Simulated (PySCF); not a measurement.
## Electronic structure of C5H11NOSi2 (SMILES Cc1ccoc1[SiH2]N[SiH3]) in real space

Input file:

```
{"job": {"kind": "nmr", "xc": "PBE0", "basis": "pcSseg-1"}, "charge": 0, "multiplicity": 1}
C     -2.277515     1.312632    -0.472183
C     -1.602579     0.046293    -0.065241
C     -2.044932    -1.281463    -0.372761
C     -1.131642    -2.124927     0.184716
O     -0.169994    -1.433003     0.809888
C     -0.444405    -0.097891     0.665582
Si     0.801130     1.085287     1.382578
N      2.372069     0.595289     0.823229
Si     2.766335    -0.443409    -0.520990
H     -3.268125     1.403581     0.001232
H     -2.434775     1.341638    -1.561674
H     -1.687627     2.194779    -0.190286
H     -2.929674    -1.564381    -0.939875
H     -1.043274    -3.208677     0.213427
H      0.805550     1.074665     2.878585
H      0.394235     2.459201     0.950238
H      3.157240     0.878685     1.403189
H      3.005172    -1.868656    -0.129778
H      4.021707     0.051236    -1.169273
H      1.647996    -0.398860    -1.506277
```

Launched as:

```sh
OMP_NUM_THREADS=1 python probes_run.py task.json out
```

Geometry: PBE0-D3(BJ)/def2-SVP.

Level of theory: PBE0/pcSseg-1, SCF density, gas phase, non-relativistic in PySCF 2.14.0.

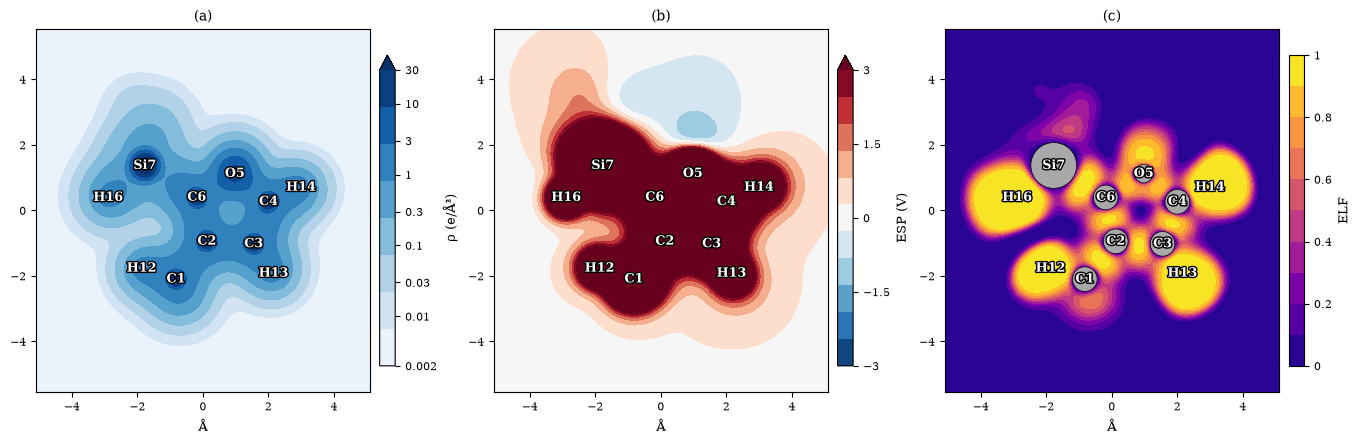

Figure 1. (a) total electron density; (b) molecular electrostatic potential; (c) electron localisation function on the plane of atoms O5, C6 and Si7. Grey discs cover the atomic cores in the ELF map.

### What does the map show?

The section cuts through C, O, Si and H sites. C–O (1.34 Å): ρ is about 2.4 e/Å³ halfway; the ELF peaks at about 0.90 between the atoms; a shared but strongly polarised pair. C–C (1.36 Å): the density is about 2.2 e/Å³ at the midpoint; the ELF peaks at about 0.95 between the atoms: localised, covalent bonding. C–Si (1.86 Å): the density is about 0.97 e/Å³ at the midpoint; the ELF peaks at about 1 between the atoms; localised, covalent bonding. C–C (1.43 Å): the density is about 1.9 e/Å³ at the midpoint; the ELF peaks at about 0.95 between the atoms: localised, covalent bonding. C–C (1.49 Å): the density is about 1.7 e/Å³ at the midpoint; the ELF peaks at about 0.95 between the atoms, as expected for a covalent bond. The ELF also peaks beside O5, away from the bonds: lone-pair regions. Outside the dense part of the molecule the potential is most negative (−1.3 V) near O5.

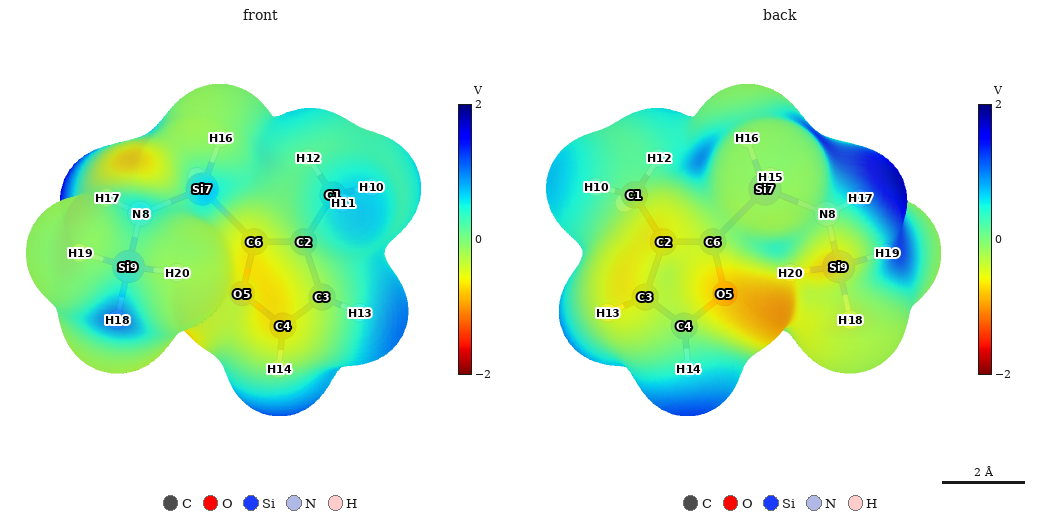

Figure 2. The electrostatic potential painted on the density surface at 0.002 e/bohr³, seen from the front and from behind; the colour scale runs from red (negative) to blue (positive).

### Describe the electrostatic potential map.

The most negative region (about −1.0 V, or −23 kcal/mol for a unit charge) lies over O5, the most positive (about +1.7 V, or +39 kcal/mol for a unit charge) over H17.
